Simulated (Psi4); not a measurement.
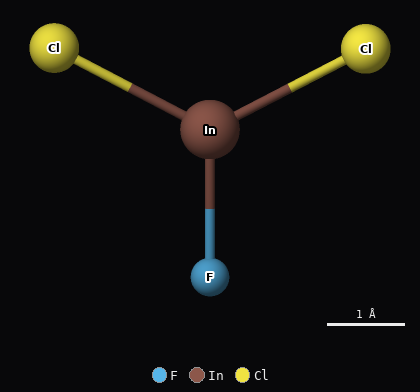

The input geometry (ball-and-stick view, seen at a tilt). Sticks mark near contacts. Bond lengths as drawn: Cl–In 2.29 Å and F–In 1.93 Å.

**InCl₂F: single-point calculation**

InCl₂F, multiplicity 3, computed with PBE/def2-SVP, UKS (Psi4 1.11).

The run did not end well. The geometry is that of the parent species in another charge or spin state. The geometry comes from this level: PBE0-D4/def2-TZVP.

## The program's output
```
Psi4 1.11 release

   => Loading Basis Set <=

    Name: DEF2-SVP
    Role: ORBITAL
    Keyword: BASIS

    !!!  WARNING: ECP capability is in beta. Please check occupations closely.  !!!

         ---------------------------------------------------------
                                   SCF
                              UKS Reference
                        1 Threads,   2098 MiB Core
         ---------------------------------------------------------

  ==> Geometry <==

    Molecular point group: c1
    Full point group: C1

    Geometry (in Bohr), charge = 0, multiplicity = 3:

       Center              X                  Y                   Z               Mass
    ------------   -----------------  -----------------  -----------------  -----------------
         F            0.438377731658     2.034414473114     3.401432359770    18.998403162730
         IN           0.038133741658     0.177002663114     0.296045419770   114.903878776000
         CL           2.270089261658    -3.493790336886    -0.141237210230    34.968852682000
         CL          -2.633561058342     1.806891443114    -2.679517340230    34.968852682000

  Running in c1 symmetry.

  Rotational constants: A =      0.11871  B =      0.05877  C =      0.03931 [cm^-1]
  Rotational constants: A =   3558.88778  B =   1761.85673  C =   1178.45357 [MHz]
  Nuclear repulsion =  299.904224818262151

  Charge       = 0
  Multiplicity = 3
  Electrons    = 64
  Nalpha       = 33
  Nbeta        = 31

  ==> Algorithm <==

  SCF Algorithm Type is PK.
  DIIS enabled.
  MOM disabled.
  Fractional occupation disabled.
  Guess Type is SAP.
  Energy threshold   = 1.00e-09
  Density threshold  = 1.00e-06
  Integral threshold = 1.00e-12

  ==> Primary Basis <==

  Basis Set: DEF2-SVP
    Blend: DEF2-SVP
    Number of shells: 32
    Number of basis functions: 76
    Number of Cartesian functions: 81
    Spherical Harmonics?: true
    Max angular momentum: 2

  Core potential: DEF2-SVP
    Number of shells: 4
    Number of ECP primitives: 18
    Number of ECP core electrons: 28
    Max angular momentum: 3

  ==> DFT Potential <==

   => LibXC <=

    Version 7.1.2

   => Composite Functional: PBE <=

    PBE GGA Exchange-Correlation Functional

    Deriv               =              1
    GGA                 =           TRUE
    Meta                =          FALSE

    Exchange Hybrid     =          FALSE
    MP2 Hybrid          =          FALSE

   => Exchange Functionals <=

    1.0000     XC_GGA_X_PBE

   => Correlation Functionals <=

    1.0000     XC_GGA_C_PBE

   => LibXC Density Thresholds  <==

    XC_GGA_C_PBE:  1.00E-12
    XC_GGA_X_PBE:  1.00E-15

   => Molecular Quadrature <=

    Radial Scheme          =       TREUTLER
    Pruning Scheme         =           NONE
    Nuclear Scheme         =       TREUTLER

    Blocking Scheme        =         OCTREE
    BS radius alpha        =              1
    Pruning alpha          =              1
    Radial Points          =             99
    Spherical Points       =            590
    Total Points           =         221549
    Total Blocks           =           1759
    Max Points             =            256
    Max Functions          =             70
    Weights Tolerance      =       1.00E-15

  ==> Integral Setup <==

  Using in-core PK algorithm.
   Calculation information:
      Number of atoms:                   4
      Number of AO shells:              32
      Number of primitives:             71
      Number of atomic orbitals:        81
      Number of basis functions:        76

      Integral cutoff                 1.00e-12
      Number of threads:                 1

  Performing in-core PK
  Using 8564402 doubles for integral storage.
  We computed 109236 shell quartets total.
  Whereas there are 139656 unique shell quartets.

  ==> DiskJK: Disk-Based J/K Matrices <==

    J tasked:                  Yes
    K tasked:                   No
    wK tasked:                  No
    Memory [MiB]:             1243
    Schwarz Cutoff:          1E-12

  Cached 100.0% of DFT collocation blocks in 0.323 [GiB].

  Minimum eigenvalue in the overlap matrix is 2.9259909226E-02.
  Reciprocal condition number of the overlap matrix is 8.7423110357E-03.
    Using symmetric orthogonalization.

  ==> Pre-Iterations <==

  ==> SAP guess <==

   => Molecular Quadrature <=

    Radial Scheme          =       TREUTLER
    Pruning Scheme         =           NONE
    Nuclear Scheme         =       TREUTLER

    Blocking Scheme        =         OCTREE
    BS radius alpha        =              1
    Pruning alpha          =              1
    Radial Points          =             99
    Spherical Points       =            590
    Total Points           =         221549
    Total Blocks           =           1759
    Max Points             =            256
    Max Functions          =             70
    Weights Tolerance      =       1.00E-15

   -------------------------------------------------------
    Irrep   Nso     Nmo     Nalpha   Nbeta   Ndocc  Nsocc
   -------------------------------------------------------
     A         76      76      33      31      31       2
   -------------------------------------------------------
    Total      76      76      33      31      31       2
   -------------------------------------------------------

  ==> Iterations <==

                        Total Energy        Delta E     RMS |[F,P]|

   @UKS iter   1:  -996.09896294375403   -9.96099e+02   2.89515e-01 ADIIS
   @UKS iter   2: -1204.32692151985793   -2.08228e+02   4.72797e-02 ADIIS/DIIS/DAMP=30%
   @UKS iter   3: -1197.20337805968211    7.12354e+00   5.35078e-02 ADIIS/DIIS/DAMP=30%
   @UKS iter   4: -1203.38200392897716   -6.17863e+00   1.53166e-02 ADIIS/DIIS/DAMP=30%
   @UKS iter   5: -1208.46550177663039   -5.08350e+00   2.26783e-02 ADIIS/DIIS/DAMP=30%
   @UKS iter   6: -1208.00184986998602    4.63652e-01   7.87964e-03 ADIIS/DIIS/DAMP=30%
   @UKS iter   7: -1208.68450600789924   -6.82656e-01   1.05357e-02 ADIIS/DIIS/DAMP=30%
   @UKS iter   8: -1209.14732765700410   -4.62822e-01   9.11229e-03 ADIIS/DIIS/DAMP=30%
   @UKS iter   9: -1209.23434384078791   -8.70162e-02   5.44663e-03 ADIIS/DIIS/DAMP=30%
   @UKS iter  10: -1209.46331444147040   -2.28971e-01   3.86606e-03 ADIIS/DIIS/DAMP=30%
[... 130 lines of further cycles ...]
   @UKS iter 141: -1209.43825840405157   -2.05105e-02   2.26647e-03 ADIIS/DIIS/DAMP=30%
   @UKS iter 142: -1209.44991381364252   -1.16554e-02   1.90937e-03 ADIIS/DIIS/DAMP=30%
   @UKS iter 143: -1209.45110317557874   -1.18936e-03   2.79824e-03 ADIIS/DIIS/DAMP=30%
   @UKS iter 144: -1209.43649518864027    1.46080e-02   2.83331e-03 ADIIS/DIIS/DAMP=30%
   @UKS iter 145: -1209.48687008878915   -5.03749e-02   3.67924e-03 ADIIS/DIIS/DAMP=30%
   @UKS iter 146: -1209.43199653596184    5.48736e-02   2.75524e-03 ADIIS/DIIS/DAMP=30%
   @UKS iter 147: -1209.43809215032184   -6.09561e-03   2.62389e-03 ADIIS/DIIS/DAMP=30%
   @UKS iter 148: -1209.44831388993407   -1.02217e-02   3.04599e-03 ADIIS/DIIS/DAMP=30%
   @UKS iter 149: -1209.45916136753976   -1.08475e-02   2.57858e-03 ADIIS/DIIS/DAMP=30%
   @UKS iter 150: -1209.48418373484697   -2.50224e-02   1.67109e-03 ADIIS/DIIS/DAMP=30%

PsiException: Could not converge SCF iterations in 150 iterations.

  Failed to converge.

psi4.driver.p4util.exceptions.SCFConvergenceError: Could not converge SCF iterations in 150 iterations.

Printing out the relevant lines from the Psithon --> Python processed input file:
    core.set_global_option("DFT_RADIAL_POINTS", 99)
    core.set_global_option("DFT_SPHERICAL_POINTS", 590)
    core.set_global_option("MAXITER", 150)
    core.set_global_option("DAMPING_PERCENTAGE", 30)
    core.set_global_option("GUESS", "sap")
--> E, wfn = energy("pbe", return_wfn=True)
    oeprop(wfn, "QUADRUPOLE", "DIPOLE", "LOWDIN_CHARGES", title="PBE")

!-------------------------------------------------------!
!                                                       !
!  Could not converge SCF iterations in 150 iterations. !
!                                                       !
!-------------------------------------------------------!

    Psi4 run time: 0:00:58.28
```

This output came from the following input.

## Input file (cl2fin.inp)
```
memory 2200 mb

molecule molecule1 {
  0 3
  F      0.43633776     1.87479729     3.17266119
  In     0.03609377     0.01738548     0.06727425
  Cl     2.26804929    -3.65340752    -0.37000838
  Cl    -2.63560103     1.64727426    -2.90828851
  units bohr
  symmetry c1
}

set globals {
  basis                def2-SVP
  reference            uks
  puream               true
  e_convergence        1e-09
  d_convergence        1e-06
  scf_type             pk
  dft_radial_points    99
  dft_spherical_points 590
  maxiter              150
  damping_percentage   30
  guess                sap
}

E, wfn = energy("pbe", return_wfn=True)
oeprop(wfn, "QUADRUPOLE", "DIPOLE", "LOWDIN_CHARGES", title="PBE")
```

Run as:
```bash
psi4 cl2fin.inp cl2fin.out -n 1
```

## Outcome

| quantity | value |
| --- | --- |
| outcome | not converged |
| hardware | 1 thread of Intel Xeon (Granite Rapids), 32 GiB of memory available, shared host |
| wall time | 59 s |
| peak memory | 0.62 GiB |

## What went wrong

The run did not converge: “Could not converge SCF iterations in 150 iterations.” Its last values are not results.
